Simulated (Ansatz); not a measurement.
## Geometry relaxation of CH₁₀B₂SSi₂ (part 2 of 2)

The same run, continued: CH₁₀B₂SSi₂; UKS PBE/STO-3G (Ansatz 0.2.0). It belongs to a series of runs on one base structure; here: start relaxed.

Geometry of the input (Å):
```
B  -0.8044  -1.4309  -1.4581
Si 0.5929  -0.1523  -1.1123
B  1.8499  -0.9861  0.0604
S  1.4092  -1.6429  1.7427
Si -0.2248  1.6916  -0.1843
C  -1.1797  1.2686  1.3738
H  -1.4860  -1.7894  -0.5745
H  -1.0341  -1.7166  -2.5833
H  1.2661  0.2255  -2.3304
H  3.0056  -1.1172  -0.2500
H  0.9927  -2.9038  1.2145
H  0.8950  2.6150  0.1976
H  -1.1793  2.3886  -1.1337
H  -0.5170  0.8174  2.1379
H  -1.6404  2.1525  1.8054
H  -1.9687  0.5574  1.1386
```

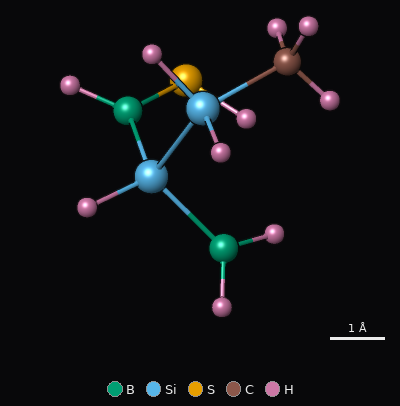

**Figure 1.** The geometry at step 13 of the log (ball-and-stick view, seen at a tilt).

Trajectory as extended XYZ, continued:
```
16
Properties=species:S:1:pos:R:3:forces:R:3 step=6 energy=-28793.64049
B    -0.8136   -1.4879   -1.5098    0.0351  -0.0931   0.0901
Si    0.6416   -0.2541   -1.1785    0.1323   0.0550   0.2170
B     1.9611   -0.9674    0.1031   -0.1080   0.1176  -0.2590
S     1.6613   -2.0334    1.4534   -0.9257  -0.3507  -0.2696
Si   -0.2045    1.6166   -0.1731    0.0106  -0.0617  -0.0442
C    -1.1483    1.2552    1.4206    0.0084  -0.0466   0.0024
H    -1.4091   -1.9556   -0.5966    0.0029   0.0182  -0.1293
H    -1.1234   -1.8471   -2.5912   -0.0667   0.0355   0.0244
H     1.2976    0.2044   -2.3987   -0.0027  -0.0256   0.0086
H     3.0803   -0.6038   -0.0117   -0.1188  -0.0414   0.1710
H     0.3020   -2.3545    1.2022    1.0335   0.3948   0.2475
H     0.8693    2.5510    0.1369    0.0580  -0.0087   0.0039
H    -1.0966    2.3100   -1.0899   -0.0745   0.0234  -0.0551
H    -0.4995    0.7611    2.1642   -0.0353   0.0136   0.0107
H    -1.5277    2.1883    1.8744    0.0320  -0.0516  -0.0348
H    -2.0136    0.5947    1.2390    0.0188   0.0214   0.0166
16
Properties=species:S:1:pos:R:3:forces:R:3 step=7 energy=-28793.68402
B    -0.8109   -1.4803   -1.5053   -0.0004  -0.0085  -0.0532
Si    0.6467   -0.2507   -1.1639    0.0071   0.0163   0.0502
B     1.9543   -0.9641    0.1085    0.0511  -0.0904   0.1373
S     1.6772   -2.0857    1.4235   -0.1155   0.0975  -0.1092
Si   -0.2160    1.6212   -0.1896   -0.0099  -0.0565   0.0237
C    -1.1427    1.2455    1.4143    0.0442   0.0324  -0.0328
H    -1.3970   -1.9839   -0.6130   -0.0319  -0.0316   0.0465
H    -1.1594   -1.7828   -2.5920   -0.0170   0.0299  -0.0065
H     1.3000    0.1903   -2.3905    0.0271   0.0096  -0.0016
H     3.0728   -0.6017    0.0438    0.0095   0.0053  -0.0504
H     0.3268   -2.3028    1.2435    0.0843   0.0036   0.0088
H     0.8627    2.5564    0.1099   -0.0102  -0.0063  -0.0028
H    -1.1198    2.2992   -1.1129   -0.0146  -0.0117   0.0314
H    -0.4967    0.7352    2.1498   -0.0013   0.0273  -0.0355
H    -1.5009    2.1801    1.8790   -0.0105  -0.0163   0.0120
H    -2.0202    0.6015    1.2392   -0.0117  -0.0005  -0.0180
16
Properties=species:S:1:pos:R:3:forces:R:3 step=8 energy=-28793.68455
B    -0.8147   -1.4778   -1.4993    0.0954  -0.0022  -0.0052
Si    0.6664   -0.2731   -1.1559   -0.0048   0.0606   0.0264
B     1.9769   -0.9663    0.1251   -0.0268   0.0469  -0.1341
S     1.6520   -2.0770    1.4299    0.0401  -0.0081   0.0458
Si   -0.2155    1.5955   -0.1937   -0.0600   0.1172   0.0226
C    -1.1401    1.2509    1.4130    0.0009  -0.0825   0.0325
H    -1.3776   -2.0115   -0.6073   -0.0235  -0.0098  -0.0055
H    -1.1974   -1.7256   -2.5874   -0.0532   0.0193  -0.0108
H     1.3153    0.1905   -2.3773    0.0015  -0.0228  -0.0102
H     3.0926   -0.5979    0.0464    0.0022  -0.0460   0.0652
H     0.3120   -2.2750    1.1900   -0.0202  -0.0278   0.0506
H     0.8479    2.5484    0.1006    0.0329  -0.0042  -0.0320
H    -1.1344    2.2600   -1.1099    0.0022  -0.0094  -0.0392
H    -0.4850    0.7549    2.1480   -0.0180  -0.0263   0.0404
H    -1.5081    2.1826    1.8759    0.0347   0.0230  -0.0585
H    -2.0132    0.5988    1.2462   -0.0036  -0.0277   0.0121
16
Properties=species:S:1:pos:R:3:forces:R:3 step=9 energy=-28793.69122
B    -0.8117   -1.4669   -1.5021   -0.0106   0.0395  -0.0365
Si    0.6677   -0.2638   -1.1496    0.0437  -0.0513   0.0009
B     1.9738   -0.9704    0.1275   -0.0208   0.0143  -0.0078
S     1.6609   -2.0762    1.4409    0.0251  -0.0330   0.0219
Si   -0.2247    1.6054   -0.2003    0.0063  -0.0112  -0.0048
C    -1.1376    1.2448    1.4114   -0.0043   0.0083   0.0082
H    -1.3560   -2.0382   -0.6223   -0.0036  -0.0190   0.0178
H    -1.2346   -1.6583   -2.5876   -0.0094   0.0020   0.0000
H     1.3227    0.1818   -2.3743   -0.0043   0.0175  -0.0068
H     3.0947   -0.6161    0.0613    0.0009   0.0014   0.0048
H     0.3203   -2.3000    1.2228   -0.0091   0.0280   0.0097
H     0.8421    2.5605    0.0773   -0.0111   0.0051  -0.0011
H    -1.1463    2.2525   -1.1271   -0.0106  -0.0010   0.0102
H    -0.4783    0.7609    2.1516    0.0039   0.0021  -0.0057
H    -1.5116    2.1796    1.8625   -0.0032  -0.0054   0.0012
H    -2.0046    0.5819    1.2523    0.0071   0.0027  -0.0119
16
Properties=species:S:1:pos:R:3:forces:R:3 step=10 energy=-28793.69282
B    -0.8158   -1.4612   -1.5092    0.0063   0.0176  -0.0146
Si    0.6720   -0.2692   -1.1541    0.0375  -0.0213  -0.0071
B     1.9738   -0.9684    0.1310   -0.0102   0.0175   0.0009
S     1.6547   -2.0549    1.4592    0.0143  -0.0233   0.0105
Si   -0.2242    1.5993   -0.2045    0.0002  -0.0224   0.0016
C    -1.1311    1.2329    1.4090   -0.0042   0.0214   0.0085
H    -1.3532   -2.0426   -0.6313   -0.0032  -0.0072   0.0092
H    -1.2508   -1.6361   -2.5925   -0.0107   0.0080  -0.0055
H     1.3278    0.1825   -2.3769   -0.0087   0.0029   0.0039
H     3.0962   -0.6184    0.0635   -0.0026  -0.0050  -0.0041
H     0.3123   -2.2710    1.2441   -0.0089   0.0173   0.0090
H     0.8392    2.5582    0.0720   -0.0058   0.0071  -0.0047
H    -1.1522    2.2433   -1.1266   -0.0089   0.0019   0.0028
H    -0.4705    0.7419    2.1431    0.0054  -0.0057  -0.0001
H    -1.4994    2.1660    1.8683   -0.0031  -0.0018  -0.0012
H    -2.0017    0.5752    1.2492    0.0027  -0.0069  -0.0090
16
Properties=species:S:1:pos:R:3:forces:R:3 step=11 energy=-28793.69104 accepted=F
B    -0.8151   -1.4436   -1.5320   -0.2001   0.1312  -0.1040
Si    0.7003   -0.2890   -1.1667    0.0155   0.0043  -0.0056
B     1.9817   -0.9560    0.1536    0.0526  -0.1227  -0.0302
S     1.6329   -1.9865    1.5232    0.0361   0.0731  -0.0647
Si   -0.2298    1.5692   -0.2217   -0.0334  -0.0019  -0.0191
C    -1.1130    1.1903    1.4014    0.0051   0.0302   0.0171
H    -1.3398   -2.0480   -0.6591    0.0513  -0.0294  -0.0588
H    -1.3293   -1.5117   -2.6018    0.1528  -0.0344   0.2005
H     1.3581    0.1784   -2.3842   -0.0086  -0.0181   0.0416
H     3.1171   -0.6513    0.0616   -0.0525   0.0060   0.0409
H     0.2838   -2.1634    1.3171   -0.0225   0.0046   0.0035
H     0.8165    2.5504    0.0416    0.0035   0.0042  -0.0098
H    -1.1837    2.1937   -1.1309    0.0051  -0.0003  -0.0092
H    -0.4429    0.6874    2.1183   -0.0023  -0.0182   0.0112
H    -1.4711    2.1179    1.8801    0.0060  -0.0001  -0.0195
H    -1.9886    0.5397    1.2437   -0.0087  -0.0284   0.0062
16
Properties=species:S:1:pos:R:3:forces:R:3 step=12 energy=-28793.69405
B    -0.8228   -1.4376   -1.5159    0.0590  -0.1185  -0.0461
Si    0.6874   -0.2754   -1.1564   -0.0351   0.0077  -0.0105
B     1.9794   -0.9719    0.1379   -0.0001  -0.0192   0.0386
S     1.6476   -2.0335    1.4850    0.0356   0.0161  -0.0180
Si   -0.2304    1.5873   -0.2132    0.0302  -0.0011  -0.0014
C    -1.1244    1.2166    1.4066    0.0012   0.0203   0.0006
H    -1.3356   -2.0561   -0.6465   -0.0153   0.0536  -0.0233
H    -1.2847   -1.5727   -2.5963   -0.0060   0.0461   0.0639
H     1.3426    0.1805   -2.3782   -0.0082   0.0045   0.0118
H     3.1076   -0.6418    0.0647   -0.0076  -0.0040  -0.0140
H     0.3010   -2.2271    1.2810   -0.0344   0.0058  -0.0051
H     0.8245    2.5591    0.0522   -0.0139   0.0104   0.0026
H    -1.1713    2.2187   -1.1315   -0.0023  -0.0081   0.0035
H    -0.4579    0.7263    2.1358    0.0047  -0.0032  -0.0016
H    -1.4924    2.1482    1.8691   -0.0052  -0.0022   0.0012
H    -1.9938    0.5567    1.2502   -0.0026  -0.0083  -0.0022
16
Properties=species:S:1:pos:R:3:forces:R:3 step=13 energy=-28793.69477
B    -0.8191   -1.4325   -1.5255   -0.0916   0.0044  -0.0622
Si    0.7018   -0.2860   -1.1595   -0.0194  -0.0076  -0.0332
B     1.9883   -0.9799    0.1405   -0.0023   0.0271   0.0845
S     1.6395   -2.0074    1.5110    0.0409   0.0350  -0.0515
Si   -0.2315    1.5727   -0.2201   -0.0046   0.0183   0.0063
C    -1.1170    1.1996    1.4035    0.0042   0.0039   0.0045
H    -1.3378   -2.0503   -0.6576    0.0333   0.0206  -0.0600
H    -1.3182   -1.5133   -2.5980    0.0757  -0.0019   0.1332
H     1.3557    0.1820   -2.3776   -0.0028  -0.0110   0.0130
H     3.1187   -0.6571    0.0645   -0.0064  -0.0416  -0.0184
H     0.2890   -2.1775    1.3110   -0.0304  -0.0112  -0.0084
H     0.8097    2.5611    0.0394   -0.0012  -0.0060  -0.0069
H    -1.1854    2.1906   -1.1345    0.0082  -0.0139  -0.0043
H    -0.4444    0.7127    2.1293   -0.0006  -0.0051   0.0060
H    -1.4895    2.1280    1.8687    0.0016   0.0012  -0.0079
H    -1.9827    0.5345    1.2492   -0.0046  -0.0123   0.0054
16
Properties=species:S:1:pos:R:3:forces:R:3 step=14 energy=-28793.69538
B    -0.8143   -1.4368   -1.5343   -0.0508   0.0187  -0.0628
Si    0.6997   -0.2833   -1.1604   -0.0260   0.0043  -0.0579
B     1.9804   -0.9772    0.1431   -0.0348  -0.0045   0.0887
S     1.6161   -2.0047    1.5087    0.0237   0.0083  -0.0212
Si   -0.2369    1.5730   -0.2207    0.0026   0.0144   0.0010
C    -1.1049    1.2016    1.4126    0.0268  -0.0001  -0.0074
H    -1.3346   -2.0537   -0.6680    0.0132   0.0075  -0.0458
H    -1.3015   -1.5259   -2.6109    0.0581  -0.0018   0.1203
H     1.3593    0.1862   -2.3745   -0.0055  -0.0062   0.0040
H     3.1123   -0.6621    0.0740    0.0154  -0.0229  -0.0204
H     0.2655   -2.1719    1.2986    0.0053   0.0028  -0.0077
H     0.8034    2.5651    0.0258   -0.0015   0.0037  -0.0033
H    -1.1999    2.1839   -1.1302    0.0035  -0.0145  -0.0008
H    -0.4173    0.7368    2.1390   -0.0047  -0.0099   0.0043
H    -1.4918    2.1274    1.8692   -0.0071   0.0296   0.0063
H    -1.9586    0.5190    1.2725   -0.0181  -0.0294   0.0027
16
Properties=species:S:1:pos:R:3:forces:R:3 step=15 energy=-28793.69609
B    -0.8131   -1.4341   -1.5365   -0.0219   0.0042  -0.0445
Si    0.6995   -0.2804   -1.1598   -0.0208   0.0249  -0.0171
B     1.9751   -0.9740    0.1495   -0.0063  -0.0725   0.0220
S     1.6107   -2.0120    1.5067    0.0040   0.0200  -0.0135
Si   -0.2374    1.5757   -0.2205   -0.0223   0.0053  -0.0174
C    -1.1001    1.2034    1.4156    0.0238  -0.0012  -0.0024
H    -1.3341   -2.0536   -0.6732    0.0046   0.0094  -0.0294
H    -1.2941   -1.5273   -2.6140    0.0385   0.0040   0.0838
H     1.3614    0.1880   -2.3728    0.0013  -0.0052   0.0042
H     3.1106   -0.6738    0.0731    0.0082   0.0108   0.0010
H     0.2593   -2.1741    1.2964    0.0105   0.0071   0.0015
H     0.7958    2.5768    0.0197    0.0023  -0.0040  -0.0052
H    -1.2069    2.1741   -1.1314    0.0020  -0.0012   0.0083
H    -0.4067    0.7503    2.1441   -0.0084  -0.0040   0.0001
H    -1.4967    2.1280    1.8668   -0.0064   0.0204   0.0074
H    -1.9464    0.5102    1.2805   -0.0091  -0.0180   0.0011
16
Properties=species:S:1:pos:R:3:forces:R:3 step=16 energy=-28793.69648
B    -0.8107   -1.4281   -1.5397    0.0019   0.0019  -0.0160
Si    0.7038   -0.2774   -1.1635   -0.0264   0.0045  -0.0234
B     1.9774   -0.9791    0.1435   -0.0133  -0.0479   0.0003
S     1.6068   -1.9974    1.5124    0.0043  -0.0033   0.0055
Si   -0.2394    1.5710   -0.2184   -0.0110   0.0274  -0.0109
C    -1.1001    1.1953    1.4180    0.0089   0.0191   0.0006
H    -1.3481   -2.0244   -0.6713    0.0014  -0.0056  -0.0097
H    -1.2770   -1.5429   -2.6196    0.0189   0.0098   0.0342
H     1.3663    0.1921   -2.3754    0.0037  -0.0027   0.0037
H     3.1160   -0.6972    0.0560    0.0289   0.0183  -0.0009
H     0.2530   -2.1422    1.3091   -0.0069   0.0027   0.0109
H     0.7909    2.5750    0.0225   -0.0025  -0.0015  -0.0044
H    -1.2115    2.1681   -1.1273    0.0016  -0.0004   0.0083
H    -0.4059    0.7452    2.1476   -0.0055  -0.0004  -0.0016
H    -1.5001    2.1204    1.8674    0.0022  -0.0104   0.0011
H    -1.9442    0.4990    1.2831   -0.0064  -0.0114   0.0024
16
Properties=species:S:1:pos:R:3:forces:R:3 step=17 energy=-28793.69693
B    -0.8088   -1.4246   -1.5438    0.0210  -0.0123  -0.0141
Si    0.7046   -0.2749   -1.1627   -0.0234   0.0158  -0.0206
B     1.9746   -0.9846    0.1439   -0.0101  -0.0251   0.0094
S     1.5982   -1.9957    1.5165   -0.0069  -0.0035   0.0072
Si   -0.2435    1.5733   -0.2211   -0.0019   0.0047  -0.0008
C    -1.0940    1.1925    1.4198    0.0037   0.0166   0.0047
H    -1.3451   -2.0269   -0.6793   -0.0081  -0.0025   0.0002
H    -1.2713   -1.5374   -2.6247    0.0029   0.0108   0.0140
H     1.3707    0.1944   -2.3725    0.0034  -0.0026  -0.0016
H     3.1155   -0.7110    0.0546    0.0195   0.0069  -0.0050
H     0.2415   -2.1268    1.3199    0.0078   0.0014   0.0054
H     0.7830    2.5829    0.0133   -0.0053  -0.0014  -0.0024
H    -1.2232    2.1637   -1.1263    0.0031  -0.0034   0.0079
H    -0.3921    0.7512    2.1479   -0.0106   0.0057  -0.0103
H    -1.5016    2.1145    1.8684    0.0003  -0.0116   0.0052
H    -1.9316    0.4867    1.2903    0.0046   0.0006   0.0009
16
Properties=species:S:1:pos:R:3:forces:R:3 step=18 energy=-28793.69727
B    -0.8031   -1.4221   -1.5531    0.0091  -0.0002   0.0012
Si    0.7069   -0.2722   -1.1632   -0.0064   0.0069  -0.0016
B     1.9715   -0.9923    0.1440    0.0034  -0.0026   0.0123
S     1.5870   -1.9888    1.5254   -0.0186  -0.0033  -0.0022
Si   -0.2499    1.5733   -0.2231    0.0031  -0.0056  -0.0003
C    -1.0869    1.1903    1.4246   -0.0009  -0.0073   0.0067
H    -1.3408   -2.0307   -0.6943   -0.0072  -0.0065   0.0060
H    -1.2647   -1.5248   -2.6343   -0.0059  -0.0004  -0.0138
H     1.3792    0.1959   -2.3699   -0.0004   0.0062  -0.0030
H     3.1166   -0.7348    0.0482   -0.0045  -0.0045  -0.0003
H     0.2269   -2.1029    1.3373    0.0263   0.0060   0.0013
H     0.7703    2.5919    0.0005   -0.0081  -0.0038  -0.0003
H    -1.2404    2.1526   -1.1237    0.0054  -0.0049   0.0077
H    -0.3754    0.7607    2.1508   -0.0160   0.0122  -0.0168
H    -1.5040    2.1087    1.8719    0.0018  -0.0101   0.0024
H    -1.9163    0.4726    1.3031    0.0189   0.0178   0.0008
16
Properties=species:S:1:pos:R:3:forces:R:3 step=19 energy=-28793.69740
B    -0.8006   -1.4223   -1.5595    0.0077  -0.0010   0.0054
Si    0.7075   -0.2721   -1.1634    0.0001   0.0126   0.0074
B     1.9703   -0.9965    0.1439    0.0079   0.0037   0.0045
S     1.5826   -1.9867    1.5289   -0.0210   0.0009  -0.0007
Si   -0.2527    1.5717   -0.2232   -0.0021  -0.0013   0.0061
C    -1.0837    1.1908    1.4280   -0.0010  -0.0155   0.0040
H    -1.3403   -2.0333   -0.7037   -0.0054  -0.0048   0.0062
H    -1.2590   -1.5228   -2.6421   -0.0078  -0.0012  -0.0190
H     1.3813    0.2012   -2.3673    0.0006  -0.0002  -0.0035
H     3.1173   -0.7479    0.0440   -0.0116  -0.0074  -0.0005
H     0.2207   -2.0886    1.3469    0.0266   0.0017  -0.0009
H     0.7641    2.5947   -0.0051   -0.0049  -0.0046  -0.0014
H    -1.2482    2.1457   -1.1215    0.0045  -0.0044   0.0043
H    -0.3684    0.7669    2.1537   -0.0133   0.0105  -0.0129
H    -1.5046    2.1082    1.8738    0.0028  -0.0064  -0.0007
H    -1.9096    0.4684    1.3108    0.0169   0.0173   0.0017
16
Properties=species:S:1:pos:R:3:forces:R:3 step=20 energy=-28793.69749
B    -0.7979   -1.4229   -1.5673    0.0030  -0.0065   0.0053
Si    0.7075   -0.2717   -1.1631    0.0073   0.0078   0.0102
B     1.9686   -1.0005    0.1442    0.0092   0.0072  -0.0033
S     1.5778   -1.9817    1.5348   -0.0143  -0.0036  -0.0056
Si   -0.2562    1.5702   -0.2228   -0.0022   0.0013   0.0070
C    -1.0803    1.1924    1.4325    0.0005  -0.0185  -0.0008
H    -1.3391   -2.0386   -0.7154   -0.0024   0.0009   0.0017
H    -1.2525   -1.5204   -2.6521   -0.0052  -0.0006  -0.0117
H     1.3836    0.2052   -2.3645   -0.0006  -0.0022  -0.0010
H     3.1173   -0.7619    0.0394   -0.0159  -0.0026   0.0024
H     0.2156   -2.0775    1.3547    0.0156   0.0044   0.0023
H     0.7578    2.5973   -0.0114   -0.0020  -0.0023  -0.0010
H    -1.2569    2.1381   -1.1188    0.0018  -0.0019   0.0007
H    -0.3611    0.7743    2.1572   -0.0055   0.0047  -0.0052
H    -1.5040    2.1090    1.8768    0.0020   0.0017  -0.0028
H    -1.9031    0.4660    1.3203    0.0090   0.0102   0.0018
```

Summary:

```tsv
quantity	value
outcome	converged
total energy	−28793.6975 eV
mean-field energy	−28793.6975 eV
largest force (length of the vector) at the end	0.019 eV/Å
hardware	1 thread of AMD EPYC (Zen 3), 144 GiB of memory available, shared host
wall time	2.3 min
peak memory	0.21 GiB
```
